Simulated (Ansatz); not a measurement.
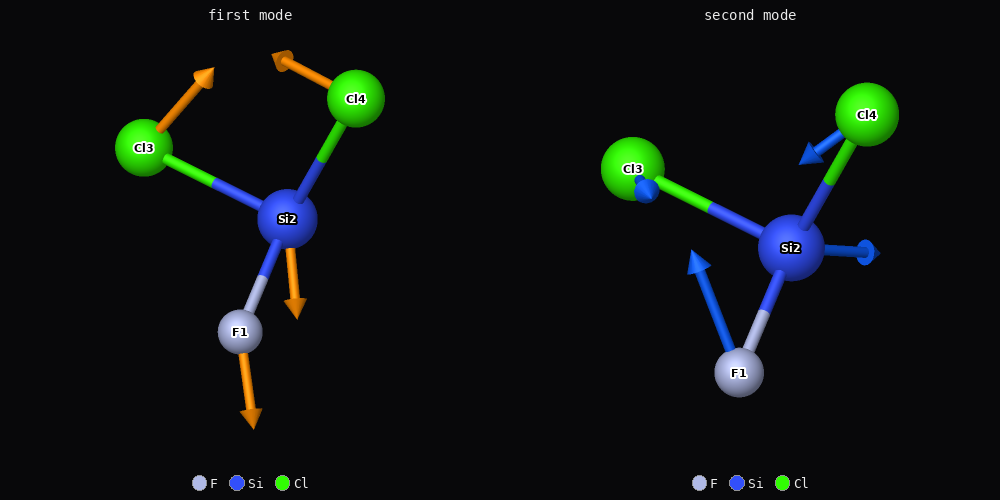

The system is Cl₂FSi, SMILES F[Si](Cl)Cl, spin multiplicity 2; the picture shows the reference structure; its two panels give the patterns of the first and the second mode as arrows. Coordinates scanned: (1) normal mode 1 (182 cm⁻¹); (2) normal mode 3 (311 cm⁻¹). Nothing is relaxed (straight displacements along the two mass-weighted modes). The grid has 15 × 15 points. Points are written as (first, second). Energies are in kcal/mol, from the lowest grid point. Theory: Ansatz 0.2.0, UHF/def2-SVP.

Its coordinates:

```yaml
atoms:
  - { symbol: F, position_ang: [1.2253, -0.4077, 0.9210] }
  - { symbol: Si, position_ang: [0.1083, -0.4373, -0.2216] }
  - { symbol: Cl, position_ang: [-1.7209, -0.3711, 0.7013] }
  - { symbol: Cl, position_ang: [0.3873, 1.2161, -1.4008] }
```

Range: normal mode 1 (182 cm⁻¹) from −3.14 to 3.14 amu½·Å; normal mode 3 (311 cm⁻¹) from −1.840 to 1.840 amu½·Å.

> Predict the map.

The lowest grid point is at (0.00 amu½·Å, 0.000 amu½·Å). No other kind of well shows on this grid. The highest grid point, (3.14 amu½·Å, 1.840 amu½·Å), lies 37.7 kcal/mol above the lowest.

| normal mode 3 (311 cm⁻¹) ↓, normal mode 1 (182 cm⁻¹) → | −3.14 | −2.69 | −2.24 | −1.80 | −1.35 | −0.90 | −0.45 | 0.00 | 0.45 | 0.90 | 1.35 | 1.80 | 2.24 | 2.69 | 3.14 |
| --- | --- | --- | --- | --- | --- | --- | --- | --- | --- | --- | --- | --- | --- | --- | --- |
| 1.840 | 27.5 | 24.3 | 21.6 | 19.2 | 17.4 | 15.9 | 15.0 | 14.7 | 15.0 | 16.1 | 18.0 | 20.9 | 25.0 | 30.5 | 37.7 |
| 1.577 | 23.3 | 20.2 | 17.4 | 15.1 | 13.3 | 11.9 | 11.0 | 10.7 | 11.0 | 12.0 | 13.9 | 16.7 | 20.7 | 26.0 | 32.9 |
| 1.314 | 19.9 | 16.7 | 14.0 | 11.7 | 9.9 | 8.5 | 7.6 | 7.3 | 7.6 | 8.6 | 10.5 | 13.2 | 17.0 | 22.2 | 28.8 |
| 1.051 | 17.1 | 14.0 | 11.2 | 9.0 | 7.1 | 5.8 | 4.9 | 4.6 | 4.9 | 5.9 | 7.7 | 10.4 | 14.1 | 19.1 | 25.5 |
| 0.788 | 14.9 | 11.8 | 9.1 | 6.9 | 5.1 | 3.7 | 2.9 | 2.6 | 2.9 | 3.9 | 5.6 | 8.2 | 11.8 | 16.6 | 22.8 |
| 0.526 | 13.3 | 10.3 | 7.6 | 5.4 | 3.6 | 2.3 | 1.4 | 1.1 | 1.4 | 2.4 | 4.1 | 6.6 | 10.1 | 14.8 | 20.7 |
| 0.263 | 12.3 | 9.3 | 6.7 | 4.4 | 2.7 | 1.4 | 0.6 | 0.3 | 0.6 | 1.5 | 3.2 | 5.6 | 9.0 | 13.5 | 19.3 |
| 0.000 | 11.9 | 8.9 | 6.3 | 4.1 | 2.4 | 1.1 | 0.3 | 0.0 | 0.3 | 1.2 | 2.8 | 5.2 | 8.5 | 12.9 | 18.5 |
| −0.263 | 12.0 | 9.0 | 6.5 | 4.3 | 2.6 | 1.3 | 0.6 | 0.3 | 0.6 | 1.4 | 3.0 | 5.4 | 8.6 | 12.9 | 18.3 |
| −0.526 | 12.7 | 9.7 | 7.2 | 5.1 | 3.4 | 2.2 | 1.4 | 1.1 | 1.4 | 2.3 | 3.8 | 6.1 | 9.3 | 13.4 | 18.7 |
| −0.788 | 13.9 | 11.0 | 8.5 | 6.4 | 4.8 | 3.6 | 2.8 | 2.5 | 2.8 | 3.7 | 5.2 | 7.4 | 10.5 | 14.5 | 19.6 |
| −1.051 | 15.6 | 12.8 | 10.4 | 8.4 | 6.7 | 5.5 | 4.8 | 4.5 | 4.8 | 5.6 | 7.1 | 9.3 | 12.3 | 16.2 | 21.2 |
| −1.314 | 17.9 | 15.2 | 12.8 | 10.8 | 9.2 | 8.1 | 7.3 | 7.1 | 7.3 | 8.2 | 9.6 | 11.8 | 14.7 | 18.5 | 23.3 |
| −1.577 | 20.7 | 18.1 | 15.8 | 13.9 | 12.3 | 11.2 | 10.5 | 10.2 | 10.5 | 11.3 | 12.7 | 14.8 | 17.7 | 21.4 | 26.1 |
| −1.840 | 24.0 | 21.5 | 19.4 | 17.5 | 16.0 | 14.9 | 14.2 | 14.0 | 14.2 | 15.0 | 16.4 | 18.5 | 21.2 | 24.9 | 29.4 |

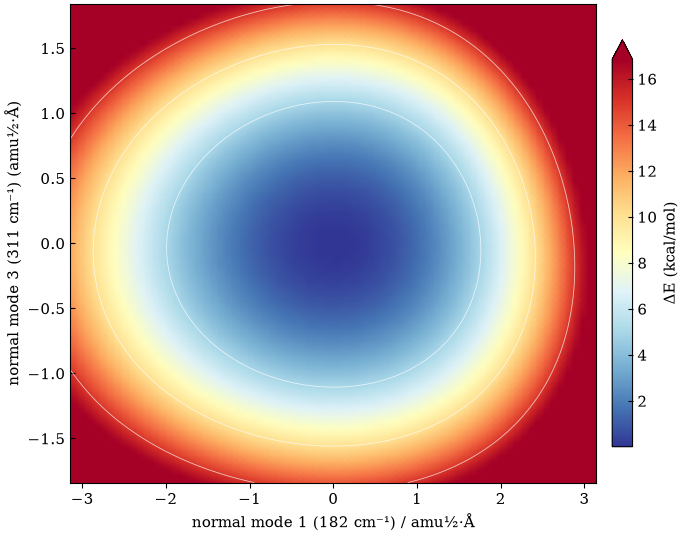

In the figure: a smooth colour map with a few white contour lines, one colour for all values above the top of the scale. Between grid points the surface is interpolated.

Each point was launched as `ansatz run input.yaml --threads 1 --pin off --max-ram 2560MiB --backend cpu --events-out ev --progress --plain --runs-dir out`. Time for the 225 points that were run: 4.9 min on 1 thread of Arm Neoverse V1, with other jobs on the host.
